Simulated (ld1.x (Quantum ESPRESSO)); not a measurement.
**Pseudopotential generation for cobalt: TM, LDA (PZ)**

Aim: build the potential from the settings below, then test how well it stands in for the atom: other configurations, scattering, ghost states and the plane-wave cutoff that it needs.

Method: ld1.x (Quantum ESPRESSO) 7.5, LDA (PZ), scalar-relativistic.

### Step 1. The atom and the settings

Typed settings, in words:

- element: cobalt (Co, Z = 27)
- type: norm-conserving Troullier–Martins (Kleinman–Bylander form)
- frozen core: [Ne]
- valence charge: 17
- reference configuration: 3s2 3p6 3d7 4s2 4p0
- partial waves: 3p (bound): rc 1.00 bohr; 3d (bound): rc 1.65 bohr; 3s (bound): rc 0.70 bohr
- occupied shells without a wave: 4s
- local potential: the s channel
- core correction: Bessel-smoothed model core inside 0.55 bohr

An earlier all-electron run gives the scale for the radii.

All-electron outer shells of the reference configuration (LDA (PZ), scalar-relativistic, ld1.x):

```
shell  level (eV)  outermost node (bohr)  outermost maximum (bohr)
   2s     -897.10                   0.08                      0.21
   2p     -769.46                      –                      0.17
   3s     -101.87                   0.31                      0.67
   3p      -65.51                   0.28                      0.68
   3d       -8.46                      –                      0.66
   4s       -5.68                   0.96                      2.29
   4p       -1.39                   1.05                      3.21
```

### Step 2. The generation run

File Co.in:

```
 &input
   title='Co', zed=27., rel=1, dft='PZ', iswitch=3,
   config='[Ar] 3d7 4s2 4p0',
   nld=3, rlderiv=1.80, eminld=-9.0, emaxld=5.0, deld=0.04
 /
 &inputp
   pseudotype=2, tm=.true., lloc=0,
   nlcc=.true., new_core_ps=.true., rcore=0.55,
   file_pseudopw='Co.UPF', file_wfcaegen='ae.wfc', file_wfcncgen='nc.wfc', file_beta='beta', file_chi='chi'
 /
3
3P  2  1   6.00   0.00  1.00  1.00  0.0
3D  3  2   7.00   0.00  1.65  1.65  0.0
3S  1  0   2.00   0.00  0.70  0.70  0.0
 &test
   configts(1)='3s2 3p6 3d7 4s2 4p0'
 /
```

Command:

```sh
$ ld1.x < Co.in > Co.out
```

Output in Co.out (without the banner and most projector matrices):

```text
     Program LD1 v.7.5
     --------------------------- All-electron run ----------------------------

     Co
     scalar relativistic calculation

     atomic number is 27.00
     dft =PZ   lsd =0 sic =0 latt =0  beta=0.20 tr2=1.0E-14
     Exchange-correlation= PZ
                           (   1   1   0   0   0   0   0)
     mesh =1193 r(mesh) =  99.89935 a.u. xmin = -7.00 dx = 0.01250
     1 Ry =  13.60569312 eV, c = 137.03599908

     n l     nl                  e(Ry)          e(Ha)          e(eV)
     1 0     1S 1( 2.00)      -556.8808      -278.4404     -7576.7497
     2 0     2S 1( 2.00)       -65.9353       -32.9676      -897.0949
     2 1     2P 1( 6.00)       -56.5540       -28.2770      -769.4561
     3 0     3S 1( 2.00)        -7.4873        -3.7436      -101.8698
     3 1     3P 1( 6.00)        -4.8151        -2.4075       -65.5123
     3 2     3D 1( 7.00)        -0.6217        -0.3109        -8.4589
     4 0     4S 1( 2.00)        -0.4175        -0.2087        -5.6803
     4 1     4P 1( 0.00)        -0.1022        -0.0511        -1.3908

     final scf error:  4.4E-15 reached in  25 iterations

     Etot =   -2781.547307 Ry,   -1390.773653 Ha,  -37844.879062 eV

     Ekin =    2816.209536 Ry,    1408.104768 Ha,   38316.482721 eV
     Encl =   -6668.364810 Ry,   -3334.182405 Ha,  -90727.725233 eV
     Eh   =    1184.397073 Ry,     592.198537 Ha,   16114.543115 eV
     Exc  =    -113.789107 Ry,     -56.894553 Ha,   -1548.179664 eV

     normalization and overlap integrals

     s(1S/1S) =  1.000000  <r> =   0.0563  <r2> =    0.0043  r(max) =   0.0370
     s(2S/2S) =  1.000000  <r> =   0.2560  <r2> =    0.0774  r(max) =   0.2131
     s(2P/2P) =  1.000000  <r> =   0.2252  <r2> =    0.0623  r(max) =   0.1723
     s(3S/3S) =  1.000000  <r> =   0.7752  <r2> =    0.6947  r(max) =   0.6731
     s(3P/3P) =  1.000000  <r> =   0.8170  <r2> =    0.7891  r(max) =   0.6816
     s(3D/3D) =  1.000000  <r> =   1.0712  <r2> =    1.5565  r(max) =   0.6648
     s(4S/4S) =  1.000000  <r> =   2.8687  <r2> =    9.6029  r(max) =   2.2914
     s(4P/4P) =  1.000000  <r> =   4.2636  <r2> =   21.9500  r(max) =   3.2113

     ------------------------ End of All-electron run ------------------------

     --------------------- Generating NC pseudopotential ---------------------

      Generating local pot.: lloc=0, matching radius rcloc =   0.7000

      Computing core charge for nlcc:

       r > 0.55 : true rho core
      Core charge pseudized with two Bessel functions
      Integrated core pseudo-charge :   4.65

      Wfc   3P  rcut= 1.004  Using Troullier-Martins method

      Wfc   3D  rcut= 1.656  Using Troullier-Martins method

     ------------------- End of pseudopotential generation -------------------

     [... the all-electron block is printed once more ...]


     Computing logarithmic derivative in   1.79577
     Computing logarithmic derivative in   1.79577
     Computing the partial wave expansion
       no projector for channel:   0
     R is outside the sphere for l=    1 j= 0.00
     R is outside the sphere for l=    2 j= 0.00

     ---------------------- Testing the pseudopotential ----------------------

     Co
     scalar relativistic calculation

     atomic number is 27.00   valence charge is 17.00
     dft =PZ   lsd =0 sic =0 latt =0  beta=0.20 tr2=1.0E-14
     mesh =1193 r(mesh) =  99.89935 xmin = -7.00 dx = 0.01250

     n l     nl             e AE (Ry)        e PS (Ry)    De AE-PS (Ry)
     1 0     3S   1( 2.00)       -7.48729       -7.48758        0.00029
     2 1     3P   1( 6.00)       -4.81507       -4.81513        0.00006
     3 2     3D   1( 7.00)       -0.62172       -0.62172        0.00000
     2 0     4S   1( 2.00)       -0.41749       -0.42071        0.00322
     3 1     4P   1( 0.00)       -0.10222       -0.10271        0.00049

     eps = 6.0E-15  iter = 18

     Etot =   -2781.547307 Ry,   -1390.773653 Ha,  -37844.879062 eV
     Etotps =  -293.553618 Ry,    -146.776809 Ha,   -3994.000436 eV

     Ekin =     141.109867 Ry,      70.554933 Ha,    1919.897542 eV
     Encl =    -600.795033 Ry,    -300.397517 Ha,   -8174.232853 eV
     Ehrt =     243.799965 Ry,     121.899982 Ha,    3317.067502 eV
     Ecxc =     -39.334946 Ry,     -19.667473 Ha,    -535.179211 eV
     (Ecc =      -8.571826 Ry,      -4.285913 Ha,    -116.625636 eV)
     Epseu=     -38.333469 Ry,     -19.166735 Ha,    -521.553416 eV

     ---------------------- End of pseudopotential test ----------------------
```

Run time: 3.3 s. Hardware: 1 thread, shared host. This counts the later configuration tests of the new file too.

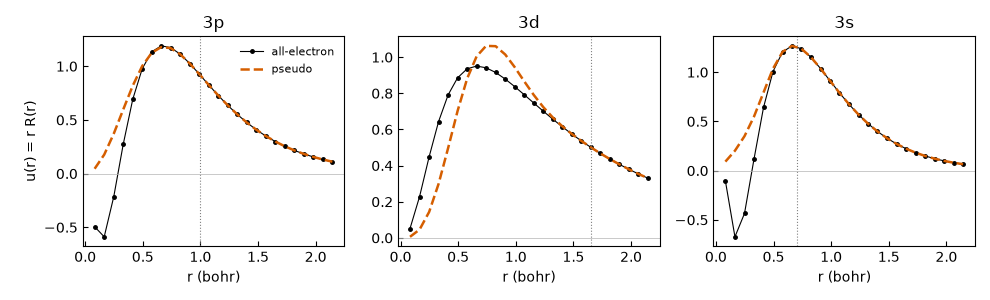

All-electron and pseudo partial waves (3p, 3d, 3s), with the matching radii dotted. The curves join 26 sampled radii, too few to resolve the innermost nodes.

### Step 3. Transferability test

File Co.test.in:

```
 &input
   title='Co', zed=27., rel=1, dft='PZ', iswitch=2,
   config='[Ar] 3d7 4s2 4p0'
 /
 &test
   file_pseudo='Co.UPF', nconf=10,
   configts(1)='3s2 3p6 3d7 4s2 4p0',
   configts(2)='3s2 3p6 3d7 4s1 4p0',
   configts(3)='3s2 3p6 3d7 4s0 4p0',
   configts(4)='3s2 3p6 3d6 4s0 4p0',
   configts(5)='3s2 3p6 3d8 4s0 4p0',
   configts(6)='3s2 3p6 3d6 4s2 4p1',
   configts(7)='3s2 3p6 3d7 4s1.5 4p0',
   configts(8)='3s2 3p6 3d7 4s0 4p1',
   configts(9)='3s2 3p6 3d7 4s2 4p0', lsdts(9)=1,
   configts(10)='3s2 3p6 3d7 4s1 4p0', lsdts(10)=1
 /
```

Command:

```sh
$ ld1.x < Co.test.in > Co.test.out
```

Co.test.out, the pseudopotential blocks:

```text
     ---------------------- Testing the pseudopotential ----------------------

     Co
     scalar relativistic calculation

     atomic number is 27.00   valence charge is 17.00
     dft =PZ   lsd =0 sic =0 latt =0  beta=0.20 tr2=1.0E-14
     mesh =1193 r(mesh) =  99.89935 xmin = -7.00 dx = 0.01250

     n l     nl             e AE (Ry)        e PS (Ry)    De AE-PS (Ry)
     1 0     3S   1( 2.00)       -7.48729       -7.48758        0.00029
     2 1     3P   1( 6.00)       -4.81507       -4.81513        0.00006
     3 2     3D   1( 7.00)       -0.62172       -0.62172        0.00000
     2 0     4S   1( 2.00)       -0.41749       -0.42071        0.00322
     3 1     4P   1( 0.00)       -0.10222       -0.10271        0.00049

     eps = 2.6E-15  iter = 19

     Etot =   -2781.547307 Ry,   -1390.773653 Ha,  -37844.879062 eV
     Etotps =  -293.553617 Ry,    -146.776809 Ha,   -3994.000429 eV

     Ekin =     141.109868 Ry,      70.554934 Ha,    1919.897555 eV
     Encl =    -600.795034 Ry,    -300.397517 Ha,   -8174.232862 eV
     Ehrt =     243.799965 Ry,     121.899982 Ha,    3317.067505 eV
     Ecxc =     -39.334947 Ry,     -19.667473 Ha,    -535.179211 eV
     (Ecc =      -8.571826 Ry,      -4.285913 Ha,    -116.625636 eV)
     Epseu=     -38.333469 Ry,     -19.166735 Ha,    -521.553416 eV

     ---------------------- End of pseudopotential test ----------------------

     ---------------------- Testing the pseudopotential ----------------------

     Co
     [...]
     n l     nl             e AE (Ry)        e PS (Ry)    De AE-PS (Ry)
     1 0     3S   1( 2.00)       -8.14148       -8.15681        0.01533  !
     2 1     3P   1( 6.00)       -5.46999       -5.48477        0.01478  !
     3 2     3D   1( 7.00)       -1.27044       -1.28612        0.01568  !
     2 0     4S   1( 1.00)       -0.96136       -0.98881        0.02745  !
     3 1     4P   1( 0.00)       -0.56452       -0.59288        0.02836  !

     eps = 6.5E-15  iter = 11

     Etot =   -2780.864088 Ry,   -1390.432044 Ha,  -37835.583398 eV
     Etotps =  -292.855882 Ry,    -146.427941 Ha,   -3984.507262 eV
     dEtot_ae =       0.683219 Ry
     dEtot_ps =       0.697735 Ry,   Delta E=      -0.014516 Ry

     [...]
     ---------------------- End of pseudopotential test ----------------------

     ---------------------- Testing the pseudopotential ----------------------

     Co
     [...]
     n l     nl             e AE (Ry)        e PS (Ry)    De AE-PS (Ry)
     1 0     3S   1( 2.00)       -8.89567       -8.92986        0.03419  !
     2 1     3P   1( 6.00)       -6.22460       -6.25770        0.03309  !
     3 2     3D   1( 7.00)       -2.01329       -2.04920        0.03591  !
     2 0     4S   1( 0.00)       -1.55191       -1.62726        0.07535  !
     3 1     4P   1( 0.00)       -1.08071       -1.16832        0.08760  !

     eps = 4.9E-16  iter = 14

     Etot =   -2779.608381 Ry,   -1389.804191 Ha,  -37818.498637 eV
     Etotps =  -291.552693 Ry,    -145.776347 Ha,   -3966.776477 eV
     dEtot_ae =       1.938925 Ry
     dEtot_ps =       2.000924 Ry,   Delta E=      -0.061998 Ry

     [...]
     ---------------------- End of pseudopotential test ----------------------

     ---------------------- Testing the pseudopotential ----------------------

     Co
     [...]
     n l     nl             e AE (Ry)        e PS (Ry)    De AE-PS (Ry)
     1 0     3S   1( 2.00)      -10.30898      -10.34550        0.03652  !
     2 1     3P   1( 6.00)       -7.62118       -7.65747        0.03629  !
     3 2     3D   1( 6.00)       -3.34237       -3.36993        0.02756  !
     2 0     4S   1( 0.00)       -2.38572       -2.48694        0.10123  !
     3 1     4P   1( 0.00)       -1.81850       -1.93406        0.11557  !

     eps = 1.4E-17  iter =  9

     Etot =   -2776.948577 Ry,   -1388.474288 Ha,  -37782.310154 eV
     Etotps =  -288.859477 Ry,    -144.429738 Ha,   -3930.133400 eV
     dEtot_ae =       4.598730 Ry
     dEtot_ps =       4.694140 Ry,   Delta E=      -0.095410 Ry

     [...]
     ---------------------- End of pseudopotential test ----------------------

     ---------------------- Testing the pseudopotential ----------------------

     Co
     [...]
     n l     nl             e AE (Ry)        e PS (Ry)    De AE-PS (Ry)
     1 0     3S   1( 2.00)       -7.73049       -7.75516        0.02467  !
     2 1     3P   1( 6.00)       -5.07000       -5.09342        0.02342  !
     3 2     3D   1( 8.00)       -0.92368       -0.95354        0.02986  !
     2 0     4S   1( 0.00)       -0.83900       -0.88564        0.04664  !
     3 1     4P   1( 0.00)       -0.47522       -0.52781        0.05259  !

     eps = 1.9E-16  iter = 12

     Etot =   -2781.054479 Ry,   -1390.527239 Ha,  -37838.173799 eV
     Etotps =  -293.032660 Ry,    -146.516330 Ha,   -3986.912442 eV
     dEtot_ae =       0.492828 Ry
     dEtot_ps =       0.520957 Ry,   Delta E=      -0.028130 Ry

     [...]
     ---------------------- End of pseudopotential test ----------------------

     ---------------------- Testing the pseudopotential ----------------------

     Co
     [...]
     n l     nl             e AE (Ry)        e PS (Ry)    De AE-PS (Ry)
     1 0     3S   1( 2.00)       -8.06882       -8.06405       -0.00477
     2 1     3P   1( 6.00)       -5.38315       -5.37887       -0.00429
     3 2     3D   1( 6.00)       -1.13265       -1.11877       -0.01388  !
     2 0     4S   1( 2.00)       -0.58557       -0.58412       -0.00145
     3 1     4P   1( 1.00)       -0.20249       -0.19540       -0.00710  !

     eps = 2.7E-15  iter = 12

     Etot =   -2780.829068 Ry,   -1390.414534 Ha,  -37835.106923 eV
     Etotps =  -292.837607 Ry,    -146.418804 Ha,   -3984.258619 eV
     dEtot_ae =       0.718239 Ry
     dEtot_ps =       0.716010 Ry,   Delta E=       0.002229 Ry

     [...]
     ---------------------- End of pseudopotential test ----------------------

     ---------------------- Testing the pseudopotential ----------------------

     Co
     [...]
     n l     nl             e AE (Ry)        e PS (Ry)    De AE-PS (Ry)
     1 0     3S   1( 2.00)       -7.79983       -7.80743        0.00761  !
     2 1     3P   1( 6.00)       -5.12800       -5.13523        0.00724  !
     3 2     3D   1( 7.00)       -0.93217       -0.93976        0.00759  !
     2 0     4S   1( 1.50)       -0.68022       -0.69424        0.01402  !
     3 1     4P   1( 0.00)       -0.32156       -0.33427        0.01271  !

     eps = 9.0E-15  iter = 17

     Etot =   -2781.273791 Ry,   -1390.636895 Ha,  -37841.157688 eV
     Etotps =  -293.275854 Ry,    -146.637927 Ha,   -3990.221269 eV
     dEtot_ae =       0.273516 Ry
     dEtot_ps =       0.277763 Ry,   Delta E=      -0.004247 Ry

     [...]
     ---------------------- End of pseudopotential test ----------------------

     ---------------------- Testing the pseudopotential ----------------------

     Co
     [...]
     n l     nl             e AE (Ry)        e PS (Ry)    De AE-PS (Ry)
     1 0     3S   1( 2.00)       -8.25552       -8.26707        0.01154  !
     2 1     3P   1( 6.00)       -5.58395       -5.59492        0.01097  !
     3 2     3D   1( 7.00)       -1.37958       -1.39243        0.01285  !
     2 0     4S   1( 0.00)       -1.03018       -1.05390        0.02372  !
     3 1     4P   1( 1.00)       -0.62456       -0.64375        0.01919  !

     eps = 7.8E-15  iter = 13

     Etot =   -2780.463349 Ry,   -1390.231675 Ha,  -37830.131070 eV
     Etotps =  -292.452810 Ry,    -146.226405 Ha,   -3979.023179 eV
     dEtot_ae =       1.083957 Ry
     dEtot_ps =       1.100808 Ry,   Delta E=      -0.016850 Ry

     [...]
     ---------------------- End of pseudopotential test ----------------------

     ---------------------- Testing the pseudopotential ----------------------

     Co
     [...]
     n l     nl             e AE (Ry)        e PS (Ry)    De AE-PS (Ry)
     1 0     3S   1( 1.00)       -7.57995       -7.58399        0.00404
     2 1     3P   1( 3.00)       -4.90545       -4.90775        0.00231
     3 2     3D   1( 5.00)       -0.70255       -0.70552        0.00297
     2 0     4S   1( 1.00)       -0.43478       -0.43557        0.00079
     3 1     4P   1( 0.00)       -0.10884       -0.10822       -0.00062
     1 0     3S   2( 1.00)       -7.35213       -7.34589       -0.00623  !
     2 1     3P   2( 3.00)       -4.68386       -4.67907       -0.00479
     3 2     3D   2( 2.00)       -0.50839       -0.50442       -0.00397
     2 0     4S   2( 1.00)       -0.39725       -0.40284        0.00559  !
     3 1     4P   2( 0.00)       -0.09576       -0.09697        0.00121

     eps = 6.6E-17  iter = 12

     Etot =   -2781.693060 Ry,   -1390.846530 Ha,  -37846.862142 eV
     Etotps =  -293.704523 Ry,    -146.852262 Ha,   -3996.053613 eV
     dEtot_ae =      -0.145754 Ry
     dEtot_ps =      -0.150906 Ry,   Delta E=       0.005153 Ry

     [...]
     ---------------------- End of pseudopotential test ----------------------

     ---------------------- Testing the pseudopotential ----------------------

     Co
     [...]
     n l     nl             e AE (Ry)        e PS (Ry)    De AE-PS (Ry)
     1 0     3S   1( 1.00)       -8.22823       -8.24951        0.02128  !
     2 1     3P   1( 3.00)       -5.55500       -5.57413        0.01913  !
     3 2     3D   1( 5.00)       -1.35119       -1.37040        0.01922  !
     2 0     4S   1( 1.00)       -1.00512       -1.02264        0.01751  !
     3 1     4P   1( 0.00)       -0.59654       -0.61625        0.01971  !
     1 0     3S   2( 1.00)       -7.99642       -8.00629        0.00987  !
     2 1     3P   2( 3.00)       -5.32779       -5.33900        0.01121  !
     3 2     3D   2( 2.00)       -1.13658       -1.15243        0.01585  !
     2 0     4S   2( 0.00)       -0.88212       -0.93582        0.05370  !
     3 1     4P   2( 0.00)       -0.50375       -0.55710        0.05335  !

     eps = 1.7E-15  iter = 27

     Etot =   -2781.053616 Ry,   -1390.526808 Ha,  -37838.162057 eV
     Etotps =  -293.040626 Ry,    -146.520313 Ha,   -3987.020825 eV
     dEtot_ae =       0.493691 Ry
     dEtot_ps =       0.512991 Ry,   Delta E=      -0.019301 Ry

     [...]
     ---------------------- End of pseudopotential test ----------------------
```

The tests as a table, with energies relative to 3s2 3p6 3d7 4s2 4p0. Spin-polarised rows fill open shells by Hund's rule and count from the unpolarised reference.

```tsv
valence configuration	charge	ΔE all-electron (eV)	error AE − PS (meV)
3s2 3p6 3d7 4s1 4p0	+1	9.296	-198
3s2 3p6 3d7 4s0 4p0	+2	26.380	-844
3s2 3p6 3d6 4s0 4p0	+3	62.569	-1298
3s2 3p6 3d8 4s0 4p0	+1	6.705	-383
3s2 3p6 3d6 4s2 4p1	0	9.772	+30
3s2 3p6 3d7 4s1.5 4p0	+0.5	3.721	-58
3s2 3p6 3d7 4s0 4p1	+1	14.748	-229
3s2 3p6 3d7 4s2 4p0 (spin-polarised)	0	-1.983	+70
3s2 3p6 3d7 4s1 4p0 (spin-polarised)	+1	6.717	-263
```

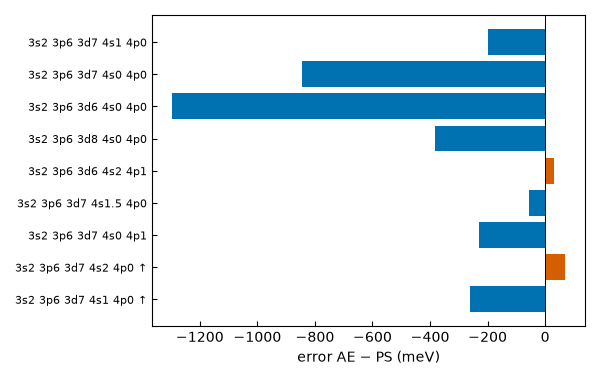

Error of the potential in each test configuration; ↑ marks spin-polarised tests.

### Step 4. Scattering by logarithmic derivatives

Taken from the files of the generation run. The phase is arctan(r·u′/u) with u = r·R, unwrapped, with energies in Ry. A pole is an energy at which the radial function vanishes at the test radius. The pseudo phase is shifted by a multiple of π to meet the all-electron one at the reference energy. Levels narrower than the energy grid can be missing from the poles. The last column is the largest difference on the grid between −1 and +1 Ry.

| channel | radius (bohr) | reference (Ry) | poles AE | poles PS | window around the reference with phases within 0.05 rad (Ry) | largest difference near zero (rad) |
| --- | --- | --- | --- | --- | --- | --- |
| s | 1.80 | -7.49 | -7.36 | -7.36 | the whole range | 0.032 |
| p | 1.80 | -4.82 | -4.60 | -4.60 | the whole range | 0.007 |
| d | 1.80 | -0.62 | -0.05 | -0.04 | below 2.4 | 0.010 |

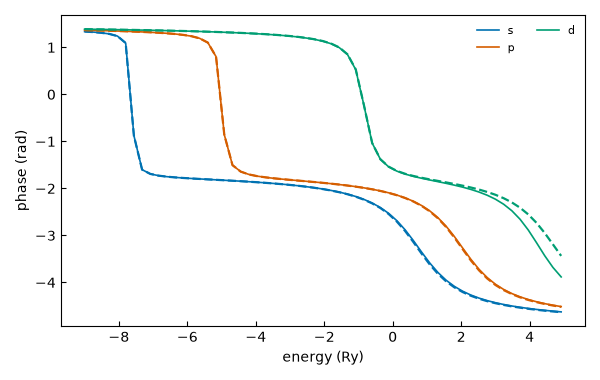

Phases by channel: all-electron solid, pseudo dashed.

### Step 5. Plane-wave convergence, by spherical Bessel functions

This step uses the generator's waves and projectors in a separate script. Basis: spherical Bessel functions vanishing at 20 bohr, q² up to the cutoff; potential fixed at the reference.

All-electron valence levels (Ry): 3p -4.8151, 4p -0.1022, 3d -0.6217, 3s -7.4873, 4s -0.4175. The lowest levels of each channel (Ry) by cutoff; the last column sums, over occupied levels, occupation times the distance from the level at 400 Ry. A positive value at high cutoff is not a bound level.

| cutoff (Ry) | p #1 | p #2 | d #1 | s #1 | s #2 | f #1 | Σ f·Δε (mRy) |
| --- | --- | --- | --- | --- | --- | --- | --- |
| 8 | -1.5358 | -0.0093 | 0.0620 | -5.9169 | -0.2901 | 0.1135 | 27863.9 |
| 15 | -2.9449 | -0.0451 | 0.0614 | -6.3120 | -0.3385 | 0.1135 | 18517.9 |
| 25 | -4.0535 | -0.0757 | 0.0599 | -6.3699 | -0.3422 | 0.1135 | 11732.8 |
| 40 | -4.6538 | -0.0957 | -0.0568 | -6.8164 | -0.3683 | 0.1135 | 6368.7 |
| 55 | -4.7933 | -0.1015 | -0.4357 | -7.1834 | -0.3947 | 0.1135 | 2092.7 |
| 90 | -4.8133 | -0.1026 | -0.6194 | -7.4427 | -0.4171 | 0.1135 | 123.4 |
| 120 | -4.8145 | -0.1027 | -0.6214 | -7.4517 | -0.4184 | 0.1135 | 81.5 |
| 180 | -4.8151 | -0.1027 | -0.6217 | -7.4721 | -0.4195 | 0.1135 | 33.0 |
| 230 | -4.8151 | -0.1027 | -0.6217 | -7.4845 | -0.4204 | 0.1135 | 5.9 |
| 260 | -4.8151 | -0.1027 | -0.6217 | -7.4863 | -0.4206 | 0.1135 | 2.0 |
| 400 | -4.8151 | -0.1027 | -0.6217 | -7.4872 | -0.4207 | 0.1135 | 0.0 |

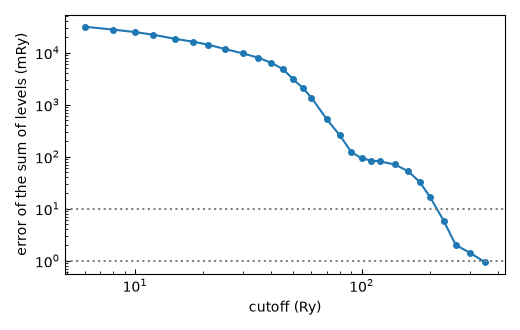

Occupation-weighted error of the valence levels against the cutoff; the dotted lines mark 10 and 1 mRy.

The sum stays within 10 mRy from 230 Ry and within 1 mRy only somewhere over 300 Ry. The sum leaves out empty levels, which can need more. Ghost test: no level below the all-electron spectrum of its channel (p, d, s, f tested).

### Step 6. Results

| quantity | value |
| --- | --- |
| cutoffs for 10 and 1 mRy, occupied levels | 230 Ry and over 300 Ry |
| bound ghosts | none found |
| largest miss of a reference level | 44 meV (4s) |
| largest test error (AE − PS), unpolarised tests | -1298 meV, for 3s2 3p6 3d6 4s0 4p0 |
| largest phase difference near zero energy, channels read | 0.032 rad |

Already in the reference configuration the 4s level is off by 44 meV; it has no partial wave or projector of its own. By total energies transferability is poor: the largest error is 1298 meV on 62.6 eV, for 3s2 3p6 3d6 4s0 4p0. That test lies far up in energy; among those under 40 eV, nearer to bonding, the largest error is 844 meV. By its cutoff, 230 Ry for the looser tolerance, it is very hard. The tighter tolerance needs over 300 Ry, and converged work needs a cutoff nearer that. The slowest occupied level is 3s: taken alone it needs 260 Ry to come within 1 mRy, against 200 Ry for 4s. No bound ghost shows below the valence levels. Near zero energy the largest phase difference among the channels read is 0.03 rad, in the s channel. All of this concerns the isolated atom, not yet a solid.
